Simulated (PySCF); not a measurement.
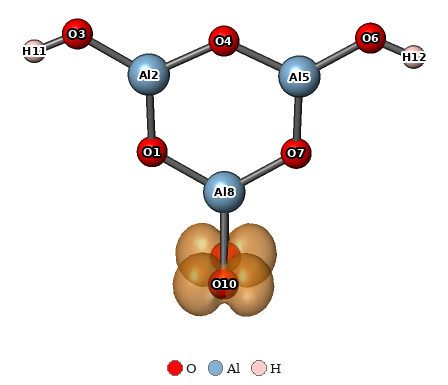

Figure. Al$_{3}$H$_{2}$O$_{7}$ (doublet). Isosurface of the spin density (α minus β) at +0.05 e/Å³ (orange), seen at a tilt.

Geometry: PBE0-D3(BJ)/def2-SVP.

These are results of UKS B3LYP, IGLO-III on Al O, pcH-1 on H, non-relativistic, mean-field spin-orbit, GIAO (PySCF 2.14.0, density-fitted response routines), not measurements.

```xyz
12

O     0.7176   -1.2071    0.8800
Al   -0.1729   -0.0483    1.7763
O    -0.3337   -0.0863    3.4574
O    -0.8987    1.1700    0.8324
Al   -0.8139    1.3282   -0.8614
O    -1.5682    2.6000   -1.6777
O     0.0957    0.1033   -1.6422
Al    0.8749   -1.1577   -0.8116
O     1.2566   -2.7308   -1.7273
O     2.3500   -1.9713   -1.6016
H     0.0592   -0.7553    4.0193
H    -1.5280    2.7281   -2.6263
```

**Which atoms carry the spin?**

The unpaired spin (1 electron) lies mostly on O9 (about 0.5) and O10 (about 0.5), in electrons by Hirshfeld's partition.
